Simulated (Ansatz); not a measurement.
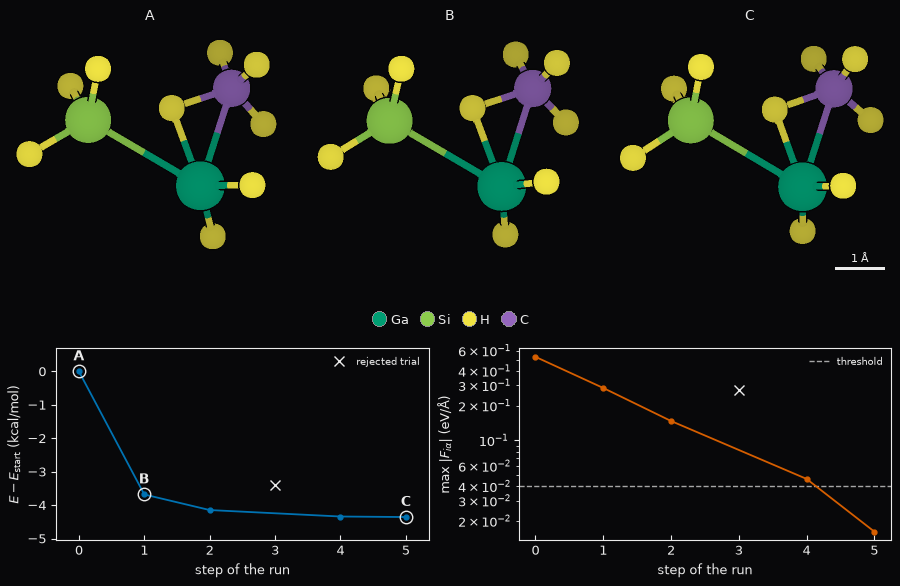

Frames of a constrained relaxation of CH9GaSi, marked on the history of the run. Style: ball-and-stick. Shown at a tilt.

The reaction that was planned forms Ga1–C6, Si2–H5 and breaks Ga1–Si2, H5–C6 (atoms numbered from 1 in input order).

Level of theory: RKS PBE0-D4/def2-SVP in Ansatz. Settings: held fixed: the distance between atoms 1 (Ga) and 6 (C), the distance between atoms 2 (Si) and 5 (H), the distance between atoms 1 (Ga) and 2 (Si), the distance between atoms 5 (H) and 6 (C), counting from 1; force threshold 0.04 eV/Å; at most 150 steps.

### What happens along the run?

The largest move after the best rigid fit is that of an H atom, 0.28 Å. By element the largest moves are H 0.28 Å, Si 0.06 Å, Ga 0.05 Å, C 0.05 Å. Among the contacts that change: H–Si 1.468 → 1.500 Å, Ga–H 1.776 → 1.750 Å, Ga–H 1.566 → 1.554 Å, C–H 1.091 → 1.096 Å. Bond angles that change, for instance: H–Ga–H 114.3° → 133.0°, Ga–C–H 143.6° → 131.6°, Si–Ga–H 123.0° → 112.6°. The energy falls by 4.36 kcal/mol in 4 accepted moves (5 points after the start). The largest force component goes from 0.53 to 0.016 eV/Å. The line search rejected the trial step at point 3 of the run. Cost: 12 s on 4 threads of Arm Neoverse V1 (shared host). From step 0 to 1: H atoms move most (0.20 Å), energy −3.68 kcal/mol. From step 1 to 5: H atoms move most (0.11 Å), energy −0.67 kcal/mol.

| step | E − E(0), kcal/mol | largest force component, eV/Å | note |
| --- | --- | --- | --- |
| 0 | 0.00 | 0.5308 |  |
| 1 | -3.68 | 0.2850 |  |
| 2 | -4.15 | 0.1474 |  |
| 3 | -3.39 | 0.2741 | rejected |
| 4 | -4.34 | 0.0464 |  |
| 5 | -4.36 | 0.0162 |  |
